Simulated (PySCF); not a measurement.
# CH6OSi: electronic excitations and core binding energies

Wanted: the electronic excitations and core binding energies of CH6OSi (`C[SiH2]O`), by calculation.

Computed with PySCF 2.14.0, with density-fitted response routines of our own, on a single molecule in the gas phase. Atoms are numbered from 0 throughout.

## (1) Starting geometry

9 atoms, charge 0, multiplicity 1; geometry from: GFN2-xTB.

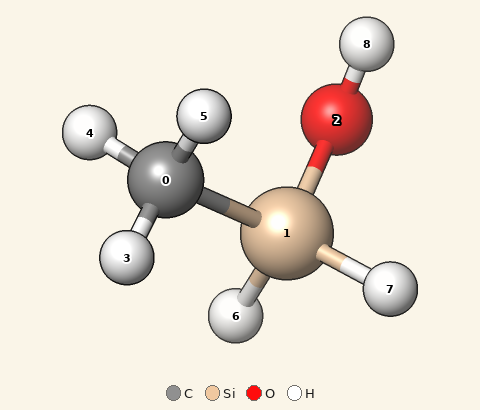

The starting geometry (carbon grey, silicon light orange, oxygen red, hydrogen white), atoms numbered; sticks join atoms by distance.

## (2) TDDFT and polarisability: PBE0/def2-SVPD

What the job is given:

```
{"job": {"kind": "uv", "xc": "PBE0", "basis": "def2-SVPD", "nstates": 8, "ntriplets": 3}, "charge": 0, "multiplicity": 1}
C     -1.170078    -0.046910    -0.019363
Si     0.690882    -0.417874     0.052893
O      1.578562     0.864816    -0.415328
H     -1.753825    -0.933938     0.204250
H     -1.467419     0.299552    -1.005757
H     -1.460249     0.719089     0.696272
H      1.096077    -1.414382    -0.929017
H      1.041040    -0.795281     1.426972
H      1.458572     1.730921    -0.036101
```

With the program's defaults for keys left out, this is: TDDFT PBE0/def2-SVPD, vertical, gas phase, core orbitals frozen in the response.

On the command line:

```
$ OMP_NUM_THREADS=1 python probes_run.py task.json out
```

The driver reads the jobs from task.json and runs them one after another.

Output:

```text
coarse grid: 7520 points
cycle   1  E = -405.8961782741  dE =  8.808e-02  |g| = 6.954e-01  |ddm| = 3.178e+00
cycle   2  E = -405.7623206543  dE =  1.339e-01  |g| = 1.078e+00  |ddm| = 1.442e+00
cycle   3  E = -405.9906318782  dE = -2.283e-01  |g| = 9.292e-02  |ddm| = 8.617e-01
cycle   4  E = -405.9923794605  dE = -1.748e-03  |g| = 3.350e-02  |ddm| = 1.238e-01
cycle   5  E = -405.9926705855  dE = -2.911e-04  |g| = 4.024e-03  |ddm| = 3.821e-02
cycle   6  E = -405.9926748784  dE = -4.293e-06  |g| = 4.809e-04  |ddm| = 6.075e-03
final grid: 66576 points
cycle   7  E = -406.0490153287  dE = -1.067e-05  |g| = 6.601e-03  |ddm| = 3.513e-02
cycle   8  E = -406.0490056417  dE =  9.687e-06  |g| = 9.518e-03  |ddm| = 1.386e-02
cycle   9  E = -406.0490249424  dE = -1.930e-05  |g| = 7.429e-04  |ddm| = 8.079e-03
cycle  10  E = -406.0490250594  dE = -1.170e-07  |g| = 7.489e-05  |ddm| = 6.914e-04
cycle  11  E = -406.0490250610  dE = -1.587e-09  |g| = 1.766e-05  |ddm| = 1.279e-04
cycle  12  E = -406.0490250611  dE = -1.070e-10  |g| = 3.599e-06  |ddm| = 3.190e-05
converged SCF energy = -406.0490250611

Static polarisability (au): isotropic 43.854, principal 41.239 42.253 48.071

Singlet excitations
state   eV       nm        f      main configurations
  1   7.2122    171.9   0.00582   H->L 0.95
  2   7.8182    158.6   0.00273   H-1->L 0.95
  3   8.0256    154.5   0.05714   H->L+1 0.95
  4   8.5174    145.6   0.02346   H-1->L+1 0.94
  5   8.6720    143.0   0.01359   H->L+3 0.61, H->L+2 0.28
  6   8.7802    141.2   0.10742   H->L+2 0.68, H->L+3 0.27
  7   9.1715    135.2   0.01998   H-2->L 0.46, H-1->L+2 0.40
  8   9.2457    134.1   0.01794   H-2->L 0.26, H-1->L+3 0.21, H-3->L 0.20

Triplet excitations (Tamm-Dancoff, eV): 6.8956 7.4550 7.6746
```

Wall time 15 s (1 thread of Arm Neoverse N1, shared host); peak memory 0.47 GiB.

Frontier orbitals and where they lie:

```tsv
orbital	eV	atoms
HOMO−3	-10.51	O2 46 %, Si1 16 %, C0 13 %
HOMO−2	-10.35	O2 47 %, C0 16 %, Si1 15 %
HOMO−1	-8.95	Si1 27 %, O2 24 %, H6 22 %
HOMO	-8.42	O2 33 %, C0 22 %, Si1 20 %
LUMO	0.25	Si1 29 %, O2 28 %, H8 16 %
LUMO+1	0.82	C0 25 %, Si1 23 %, H3 10 %
LUMO+2	1.48	Si1 39 %, H7 15 %, H6 14 %
```

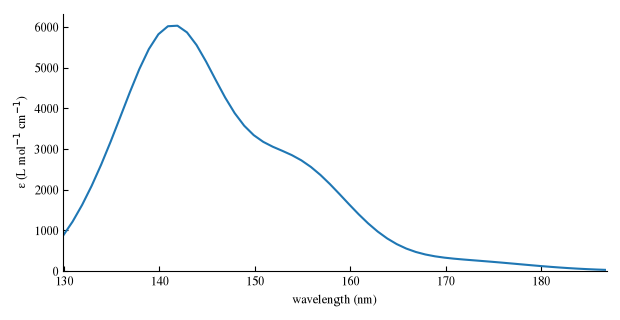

Absorption spectrum: each of the 8 states is a Gaussian band of 0.4 eV half-width at 1/e. Beyond the last state computed it falls off for lack of states.

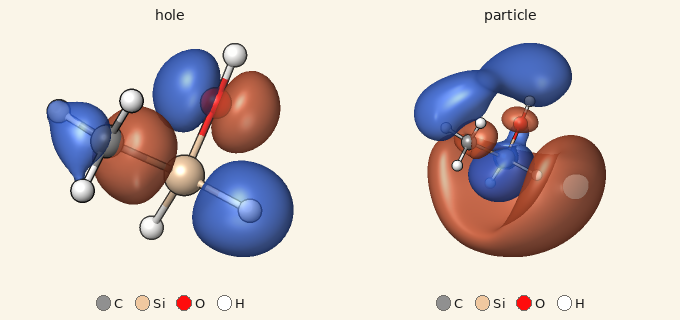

Leading natural transition orbitals of singlet state 6: the electron leaves the hole (left) for the particle orbital (right).

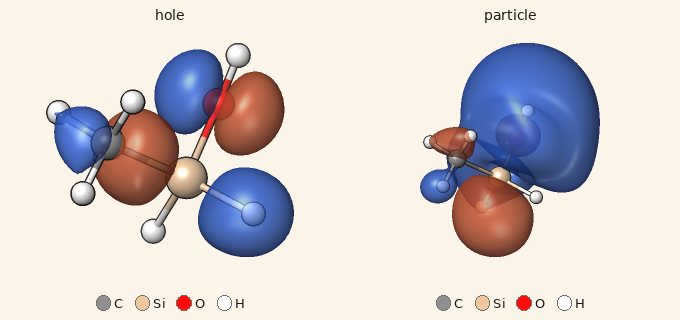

Leading natural transition orbitals of singlet state 1: the electron leaves the hole (left) for the particle orbital (right).

Ground-state properties from the same run:

```tsv
property	computed
dipole moment (D)	1.67
polarisability (Å³)	6.50
HOMO–LUMO gap (eV)	8.66
−ε(HOMO) (eV)	8.42
```

The fields below are evaluated on a grid from the run's orbitals.

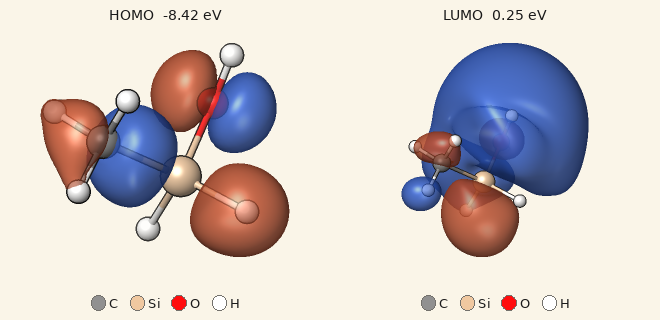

PBE0/def2-SVPD orbitals near the gap, drawn at the value that encloses 70 % of each; the two colours are the two signs.

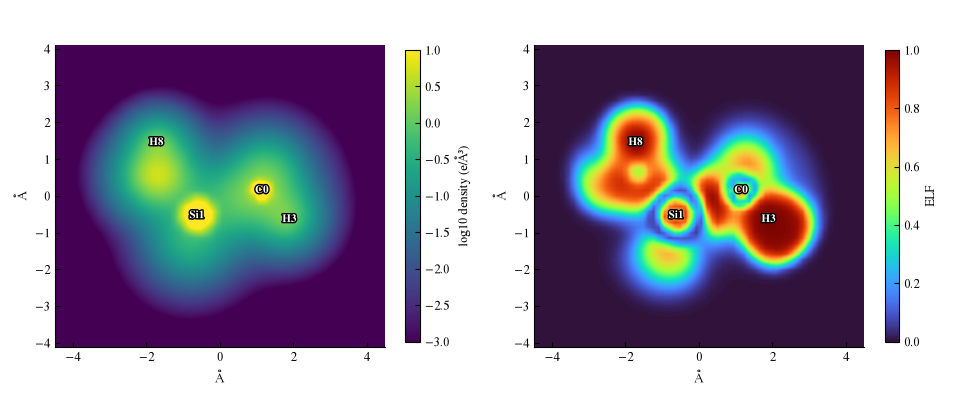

Density (left) and ELF (right) in a plane through or near 4 of the atoms.

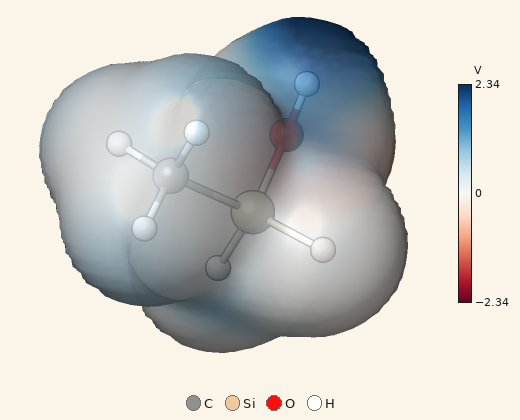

Electrostatic potential on the surface of density 0.002 e/bohr³; red is low, blue high. It runs from -1.37 V near O2 to 2.34 V near H8.

## (3) X-ray photoelectron lines: SCAN, X2C

Settings changed since step 2:

```diff
@@ -1,2 +1,2 @@
-{"job": {"kind": "uv", "xc": "PBE0", "basis": "def2-SVPD", "nstates": 8, "ntriplets": 3}, "charge": 0, "multiplicity": 1}
+{"job": {"kind": "xps"}, "charge": 0, "multiplicity": 1}
 C     -1.170078    -0.046910    -0.019363
```

With the program's defaults for keys left out, this is: delta-SCF UKS SCAN, pcX-2 on the ionised atom, pcseg-1 elsewhere, spin-free X2C.

Output:

```text
ground state, core basis on atom 0 (C), 107 functions
  cycle   1  E = -406.89772231  |g| = 7.67e-01
  cycle   2  E = -406.67257408  |g| = 1.30e+00
  cycle   3  E = -407.01195154  |g| = 1.46e-01
  cycle   4  E = -407.01632679  |g| = 5.18e-02
  cycle   5  E = -407.01697750  |g| = 7.70e-03
  cycle   6  E = -407.01699388  |g| = 1.50e-03
  cycle   7  E = -407.01699693  |g| = 3.55e-04
  E(ground) = -407.05270451 Eh
hole in C 1s of atom 0
  cycle   1  E = -395.79168371  |g| = 1.50e+00
  cycle   2  E = -395.29512590  |g| = 1.69e+00
  cycle   3  E = -396.31067998  |g| = 3.29e-01
  cycle   4  E = -396.33315244  |g| = 2.28e-01
  cycle   5  E = -396.35214624  |g| = 4.25e-02
  cycle   6  E = -396.35277236  |g| = 4.82e-03
  cycle   7  E = -396.35278633  |g| = 2.23e-03
  cycle   8  E = -396.35278992  |g| = 7.09e-04
  cycle   9  E = -396.35279053  |g| = 3.06e-04
  E(ion) = -396.38737461 Eh   <S^2> = 0.7663   hole on atom = 1.000   binding energy = 290.218 eV
ground state, core basis on atom 1 (Si), 118 functions
  cycle   1  E = -407.11972502  |g| = 2.89e-01
  cycle   2  E = -407.11983371  |g| = 4.85e-02
  cycle   3  E = -407.11988278  |g| = 3.57e-02
  cycle   4  E = -407.12009991  |g| = 6.22e-03
  cycle   5  E = -407.12011041  |g| = 9.03e-04
  cycle   6  E = -407.12011030  |g| = 1.44e-04
  E(ground) = -407.11424480 Eh
hole in Si 1s of atom 1
  cycle   1  E = -338.19280958  |g| = 4.35e+00
  cycle   2  E = -338.48888656  |g| = 2.05e+00
  cycle   3  E = -338.99787554  |g| = 7.01e-01
  cycle   4  E = -339.19139092  |g| = 3.44e-01
  cycle   5  E = -339.23063072  |g| = 1.20e-01
  cycle   6  E = -339.23666697  |g| = 2.67e-02
  cycle   7  E = -339.23689335  |g| = 1.48e-02
  cycle   8  E = -339.23701505  |g| = 2.36e-03
  cycle   9  E = -339.23701832  |g| = 3.31e-04
  E(ion) = -339.23887171 Eh   <S^2> = 0.7520   hole on atom = 1.000   binding energy = 1846.983 eV
hole in Si 2p of atom 1
  cycle   1  E = -402.85253944  |g| = 1.23e+00
  cycle   2  E = -402.82117679  |g| = 1.02e+00
  cycle   3  E = -403.12941719  |g| = 2.73e-01
  cycle   4  E = -403.15847164  |g| = 1.23e-01
  cycle   5  E = -403.16324147  |g| = 3.97e-02
  cycle   6  E = -403.16393665  |g| = 1.13e-02
  cycle   7  E = -403.16399827  |g| = 3.83e-03
  cycle   8  E = -403.16400533  |g| = 3.38e-04
  E(ion) = -403.16929385 Eh   <S^2> = 0.7514   hole on atom = 1.003   binding energy = 107.348 eV
  2p3/2 = 107.096 eV   2p1/2 = 107.721 eV
ground state, core basis on atom 2 (O), 107 functions
  cycle   1  E = -407.04966100  |g| = 9.93e-02
  cycle   2  E = -407.04924884  |g| = 6.42e-02
  cycle   3  E = -407.04946585  |g| = 5.57e-02
  cycle   4  E = -407.04998411  |g| = 4.81e-03
  cycle   5  E = -407.04998859  |g| = 3.61e-04
  E(ground) = -407.08283236 Eh
hole in O 1s of atom 2
  cycle   1  E = -386.45491618  |g| = 2.22e+00
  cycle   2  E = -386.18713187  |g| = 2.08e+00
  cycle   3  E = -387.22884387  |g| = 3.35e-01
  cycle   4  E = -387.25372390  |g| = 1.01e-01
  cycle   5  E = -387.25863622  |g| = 3.84e-02
  cycle   6  E = -387.25945917  |g| = 5.54e-03
  cycle   7  E = -387.25947472  |g| = 1.44e-03
  cycle   8  E = -387.25947607  |g| = 4.62e-04
  E(ion) = -387.29296815 Eh   <S^2> = 0.7611   hole on atom = 1.000   binding energy = 538.510 eV
```

It took 19 s on 1 thread of Arm Neoverse N1, shared host; peak memory 0.37 GiB.

Binding energies by hole, beside the orbital energy of the ground state; the difference holds orbital relaxation and, for a density functional, its self-interaction error:

```tsv
hole	stands for	environment	ΔSCF (eV; 2p as the shell's mean)	−ε (eV)	⟨S²⟩
C1s on C0	C0	methyl carbon bonded to Si	290.22	273.1	0.766
Si1s on Si1	Si1	silicon bonded to C, O, 2 H	1846.98	1793.4	0.752
Si2p on Si1	Si1	silicon bonded to C, O, 2 H	107.30	96.2	0.751
O1s on O2	O2	oxygen bonded to Si, H	538.51	516.4	0.761
```

With the spin-orbit splitting: Si1 2p3/2 107.10, 2p1/2 107.72 eV. The table gives each 2p level as the mean over the whole 2p shell (two parts 2p3/2, one part 2p1/2), which differs a little from the single hole in the log.

## (4) Results

| quantity | value |
| --- | --- |
| lowest singlet (PBE0/def2-SVPD) | 7.21 eV (172 nm), f = 0.006 |
| brightest single state of those computed | state 6, 8.78 eV, f = 0.107 |
| lowest triplet | 6.90 eV |
| surface potential, least and greatest | -1.37 V and 2.34 V |
| C1s binding energies, SCAN/pcX-2 | C0 290.22 eV |
| Si1s binding energies, SCAN/pcX-2 | Si1 1846.98 eV |
| Si2p binding energies, SCAN/pcX-2 | Si1 107.30 eV |
| O1s binding energies, SCAN/pcX-2 | O2 538.51 eV |

The lowest singlet, at 7.21 eV, is HOMO→LUMO 0.95 and is weak; of the 8 states computed, the strongest absorption comes from state 6 at 8.78 eV. The lowest triplet lies 0.32 eV below the lowest singlet (triplets in Tamm-Dancoff, singlets in full TDDFT). States above −ε(HOMO) lie where TDDFT describes them poorly and they hang on the basis; the brightest is among them.
